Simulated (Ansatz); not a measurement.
C2H4OS: several calculations on one system

Part 1: Relaxation

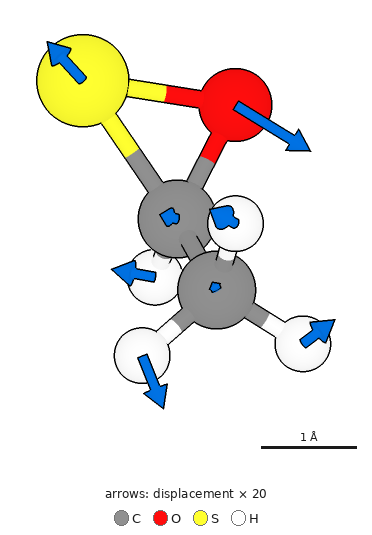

This is a relaxation of C2H4OS. The starting structure is drawn; blue arrows show the displacements, magnified 20 times. The two geometries are superimposed by the best rigid fit.

Style: ball-and-stick. Shown from a free direction.

The run prepares an end point of a later path (torsion) calculation, from a guessed geometry.

Computed with RKS PBE0-D4/def2-SVP in Ansatz 0.2.0.

Input file:
```yaml
crystal:
  periodic: [false, false, false]
  atoms:
    - { symbol: C, position_ang: [0.12914, 0.73891, -0.4516] }
    - { symbol: C, position_ang: [-0.3336, -0.4323, 0.36301] }
    - { symbol: O, position_ang: [0.49486, -0.92232, 1.34794] }
    - { symbol: S, position_ang: [0.38126, -2.02551, 0.0786] }
    - { symbol: H, position_ang: [-0.05795, 1.66023, 0.0983] }
    - { symbol: H, position_ang: [-0.41262, 0.77573, -1.39392] }
    - { symbol: H, position_ang: [1.19509, 0.65559, -0.64953] }
    - { symbol: H, position_ang: [-1.39619, -0.45032, 0.60721] }
basis:
  gaussian: { orbitals: def2-SVP }
hamiltonian:
  xc: pbe0
  dispersion: d4
relax:
  f_tol: 0.015
  max_steps: 40
output:
  orbitals: {}
```

Run as
```bash
ansatz run input.yaml --threads 1 --pin off --max-ram 2048MiB --backend cpu --events-out ev --progress --plain --runs-dir out
```

Which element moves most?

Answer. Oxygen: up to 0.047 Å, against 0.031 Å for hydrogen.

What happened in the run?

Answer. O3 moves most after the best rigid fit: 0.047 Å. By element the largest moves are O 0.047 Å, H 0.031 Å, S 0.030 Å, C 0.011 Å. Near-neighbour distances that change, for instance: O3–S4 1.686 → 1.747 Å, C2–S4 1.769 → 1.789 Å, C1–H5 1.089 → 1.102 Å, C1–C2 1.500 → 1.495 Å. Among the angles between lasting bonds that change: O3–C2–S4 63.4° → 65.5°. The energy falls by 0.060 eV in 4 geometry steps. Largest force component: 1.2 eV/Å at the start, 0.011 eV/Å at the end. The run took 17 s on 1 thread of Arm Neoverse V1, on a shared host, peak memory 0.15 GiB.

Part 2: Relaxation

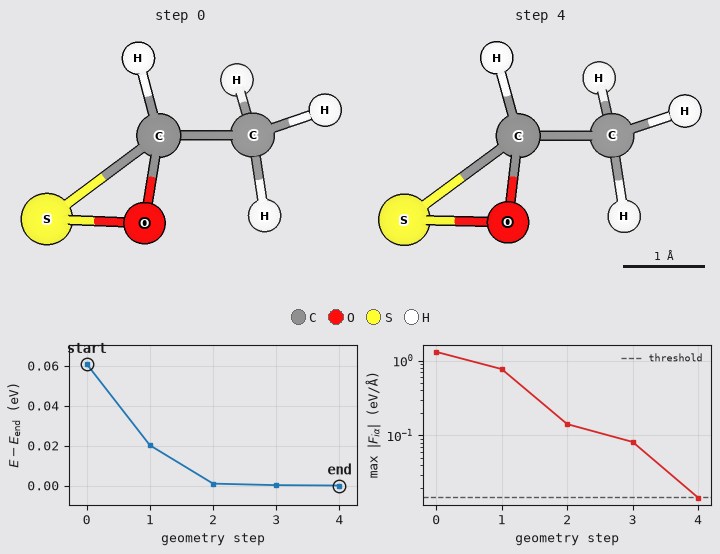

First and last geometry of a relaxation of C2H4OS, with the history of the run. The picture is a ball-and-stick view, seen from a free direction.

The run prepares an end point of a later path (torsion) calculation, from a guessed geometry.

All numbers below come from Ansatz 0.2.0, RKS PBE0-D4/def2-SVP.

The input:
```yaml
crystal:
  periodic: [false, false, false]
  atoms:
    - { symbol: C, position_ang: [0.12914, 0.73891, -0.4516] }
    - { symbol: C, position_ang: [-0.3336, -0.4323, 0.36301] }
    - { symbol: O, position_ang: [-1.4898, -0.30988, 1.10109] }
    - { symbol: S, position_ang: [-0.15151, -0.39347, 2.12243] }
    - { symbol: H, position_ang: [-0.05795, 1.66023, 0.0983] }
    - { symbol: H, position_ang: [-0.41262, 0.77573, -1.39392] }
    - { symbol: H, position_ang: [1.19509, 0.65559, -0.64953] }
    - { symbol: H, position_ang: [-0.1786, -1.41372, -0.08627] }
basis:
  gaussian: { orbitals: def2-SVP }
hamiltonian:
  xc: pbe0
  dispersion: d4
relax:
  f_tol: 0.015
  max_steps: 40
```

Command:
```bash
ansatz run input.yaml --threads 1 --pin off --max-ram 2048MiB --backend cpu --events-out ev --progress --plain --runs-dir out
```

Q: Did the run converge, and what did it change?

A: It converged. After 4 geometry steps the energy has fallen by 0.061 eV. The largest force component goes from 1.3 to 0.015 eV/Å. O3 moves most after the best rigid fit: 0.048 Å. By element the largest moves are O 0.048 Å, H 0.036 Å, S 0.033 Å, C 0.012 Å. Near-neighbour distances that change, for instance: O3–S4 1.686 → 1.747 Å, C2–S4 1.769 → 1.789 Å, C1–H5 1.089 → 1.098 Å, C1–C2 1.500 → 1.495 Å. Among the angles between lasting bonds that change: O3–C2–S4 63.4° → 65.5°.

```csv
step,"E − E(0), eV","largest force component, eV/Å"
0,0.0000,1.3081
1,-0.0407,0.7702
2,-0.0599,0.1418
3,-0.0607,0.0820
4,-0.0609,0.0148
```

Part 3: Path

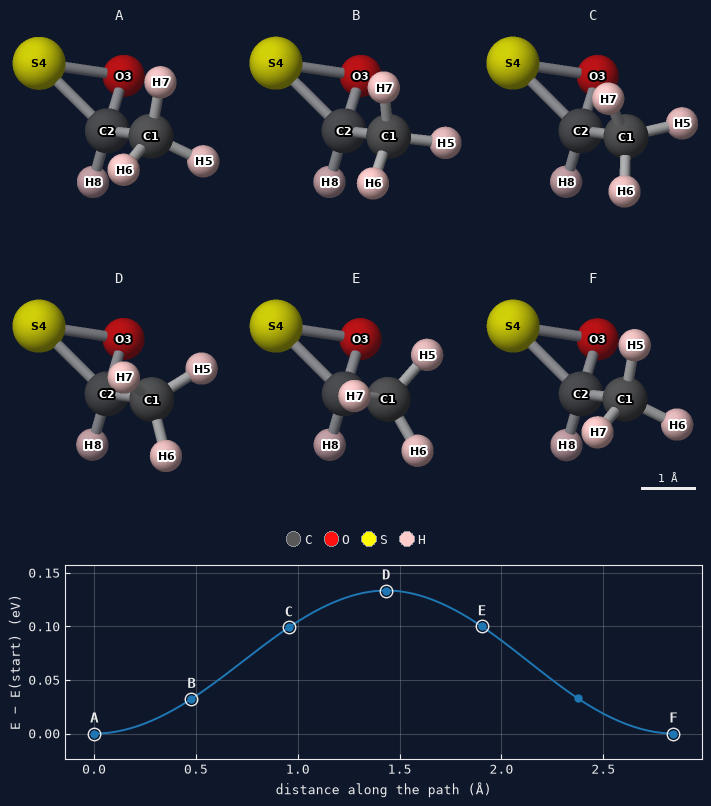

A search for the minimum-energy path of C2H4OS by the nudged elastic band. Images are numbered from 0 (start) to 6 (end). Frames A to F are images 0, 1, 2, 3, 4, 6. A ball-and-stick model, seen from a free direction.

Level of theory: RKS PBE0-D4/def2-SVP (Ansatz 0.2.0). Set-up: 5 movable images; climbing image; force threshold 0.05 eV/Å; iteration limit 60; starting path through a guess of the saddle point.

What happens along the path, and what is the barrier?

Answer. The two ends have the same energy, and the highest point, image 3, lies 0.134 eV above the start. The motion is a rotation about the C1–C2 bond by about 120°. No bond forms or breaks between the ends. The band converged in 5 iterations. The largest component of the band force went from 2.1 to 0.04 eV/Å. The climbing image converged on the top of the path. Its vibrational analysis gives one imaginary mode (235i cm⁻¹), as a transition state must have.

The run took 84 s on 1 thread of Arm Neoverse V1, on a shared host, peak memory 0.25 GiB.
